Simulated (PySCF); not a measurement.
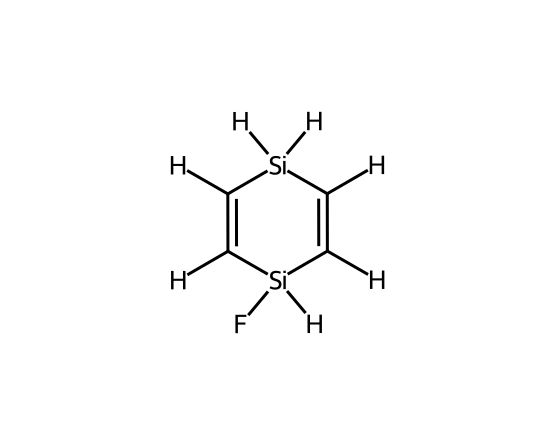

**Give its SMILES.**

F[SiH]1C=C[SiH2]C=C1

**Give the formula, hydrogens included.**

C4H7FSi2.

**An optimisation with GFN2-xTB gave a structure of which point group?**

Cs.

The parts below concern this one geometry. Atoms keep their numbers from picture to picture. The computed structure is the end point of a GFN2-xTB optimisation. No frequency run is at hand to confirm it as a minimum.

### Geometry

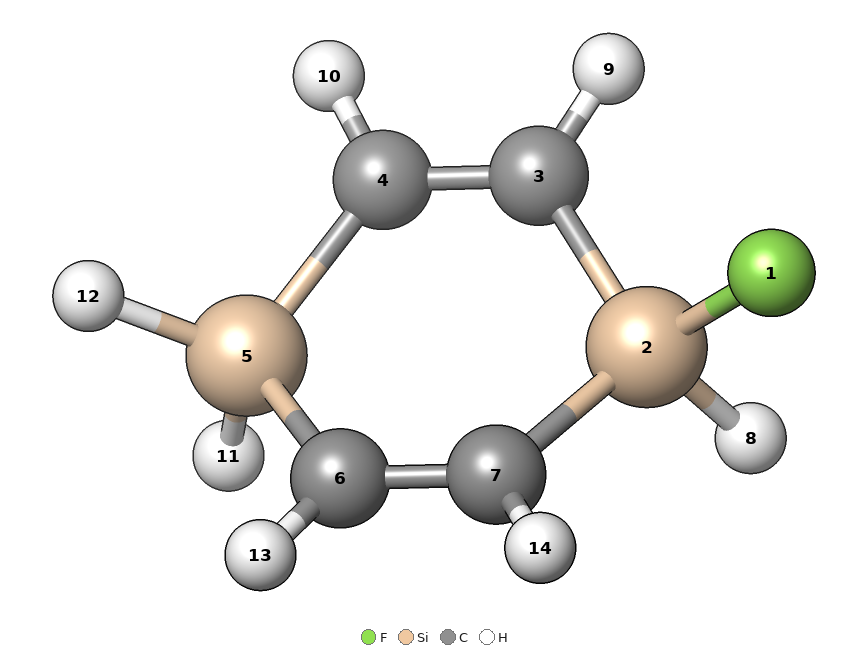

Numbered structure. No frequency run is at hand to confirm it as a minimum.

**How are the neighbours of atom 2 arranged?**

Si2 has 4 neighbours (F1 at 1.62, C3 at 1.88, C7 at 1.88, H8 at 1.46 Å); the arrangement is tetrahedral.

**How are the neighbours of atom 5 arranged?**

Si5 has 4 neighbours (C4 at 1.88, C6 at 1.88, H11 at 1.47, H12 at 1.47 Å); the arrangement is tetrahedral.

**Describe the coordination of atom 4.**

C4 has 3 neighbours (C3 at 1.33, Si5 at 1.88, H10 at 1.09 Å); the arrangement is trigonal planar.

**What is the geometry at C3?**

C3 has 3 neighbours (Si2 at 1.88, C4 at 1.33, H9 at 1.09 Å); the arrangement is trigonal planar.

**What is the dihedral angle F1–Si2–C3–C4?**

141° in size, that is anticlinal.

### Polarisability

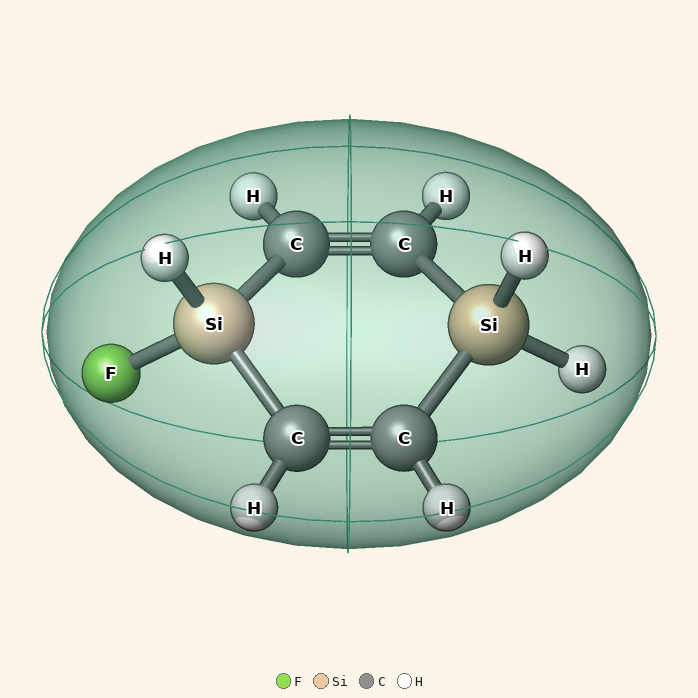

The ellipsoid shows the static dipole polarisability: its half-axes are proportional to the principal values. No frequency run is at hand to confirm it as a minimum. Computed with PBE0/def2-SVPD (PySCF 2.14.0).

**Give the principal values, the mean and the anisotropy.**

Principal values 69.8, 90.8, 117.3 bohr³; mean 92.6 bohr³ (13.73 Å³); anisotropy 41.2 bohr³, so the longest axis is 1.68 times the shortest.

### Excitation

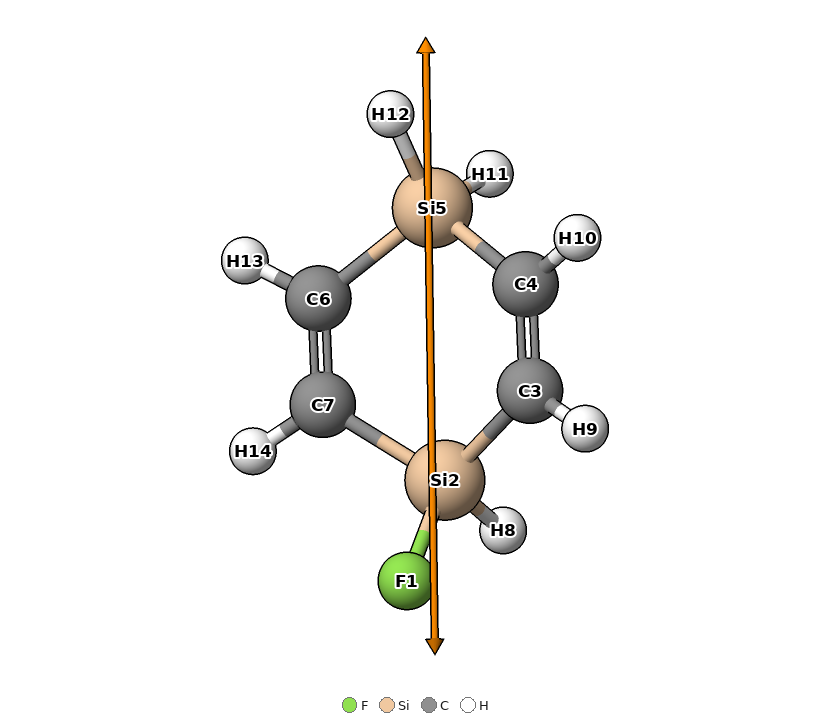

The double arrow shows the direction of the transition dipole to excited singlet state 4 (its length means nothing). No frequency run is at hand to confirm it as a minimum. Level of theory: TDDFT PBE0/def2-SVPD, vertical, gas phase, core orbitals frozen in the response (PySCF 2.14.0).

**How is the transition polarised?**

Nearly parallel to the C3–C4 bond.

**Where does the transition lie, and how strong is it?**

6.02 eV (206 nm), oscillator strength 0.071, mainly HOMO−1 → LUMO (weight 0.73); transition dipole 1.76 D.

### Ring current

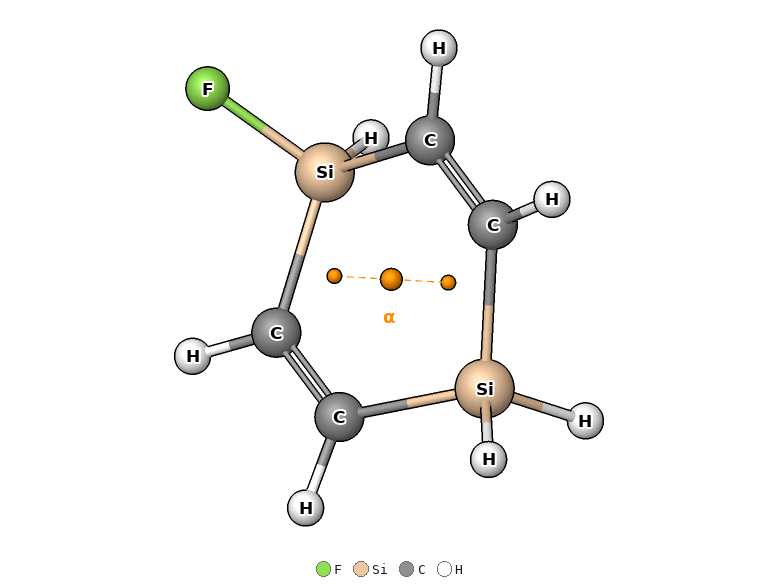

The small points mark where nucleus-independent chemical shifts (NICS) were computed: at the centre of each lettered ring and 1 Å above and below it. No frequency run is at hand to confirm it as a minimum. Method: GIAO PBE0/pcSseg-1 NMR shielding, non-relativistic, gas phase (PySCF 2.14.0).

Give NICS(0), NICS(1) and the out-of-plane component NICS(1)zz for each ring (means of the two sides).

```tsv
ring	members	NICS(0)	NICS(1)	NICS(1)zz
α	C4Si2	0.2	−1.4	2.7
```

Values in ppm.

**What do the values say about the ring currents?**

Ring α: weak, as in a non-aromatic ring. NICS is one index among several.

### Charges

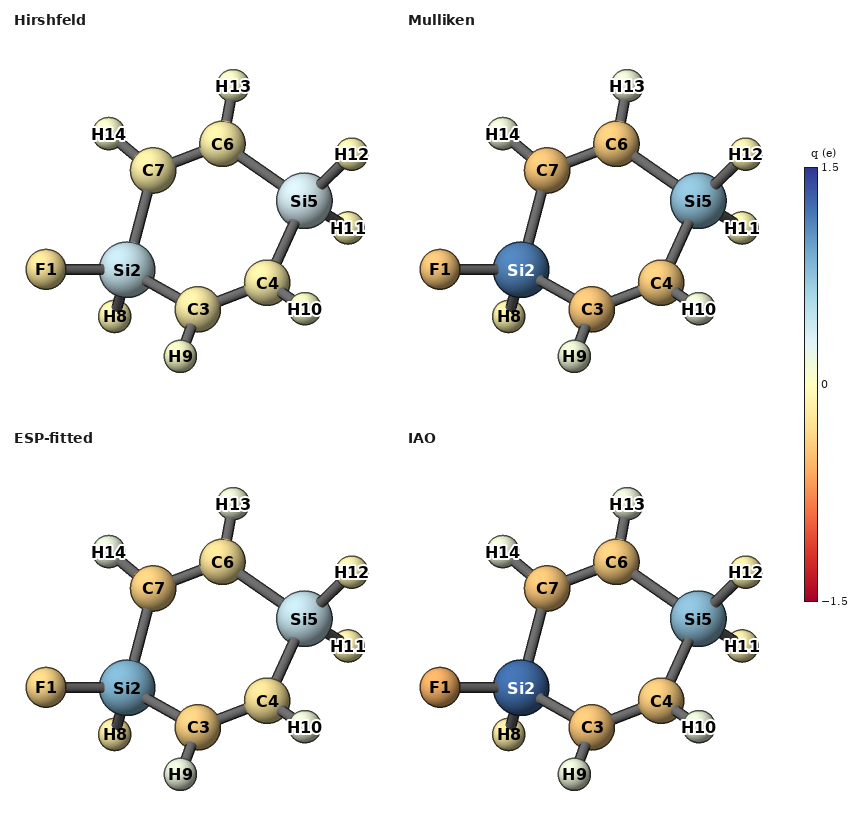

Atomic charges of one calculation by 4 schemes, on one colour scale. No frequency run is at hand to confirm it as a minimum. Method: PBE0/pcSseg-1 (PySCF 2.14.0).

**On which atom do the schemes disagree most?**

On Si2 (from 0.43 to 1.20 e).

List the charges (e), one line for each set of equivalent atoms.

| atom | Hirshfeld | Mulliken | ESP-fitted | IAO |
| --- | --- | --- | --- | --- |
| F1 | −0.21 | −0.43 | −0.33 | −0.54 |
| Si2 | 0.43 | 1.10 | 0.80 | 1.20 |
| C3, C7 | −0.13 | −0.43 | −0.37 | −0.43 |
| C4, C6 | −0.12 | −0.40 | −0.23 | −0.39 |
| Si5 | 0.33 | 0.71 | 0.42 | 0.74 |
| H8 | −0.08 | −0.11 | −0.15 | −0.15 |
| H9, H14 | 0.05 | 0.13 | 0.17 | 0.16 |
| H10, H13 | 0.05 | 0.13 | 0.15 | 0.15 |
| H11 | −0.07 | −0.06 | −0.10 | −0.12 |
| H12 | −0.08 | −0.09 | −0.09 | −0.12 |

Mulliken values depend strongly on the basis set and can even reverse the polarity of a bond. The geometry is semi-empirical. Around Si such bond lengths and angles can be off by a tenth of an ångström or more and by several degrees, and values that hang on the shape move with them.
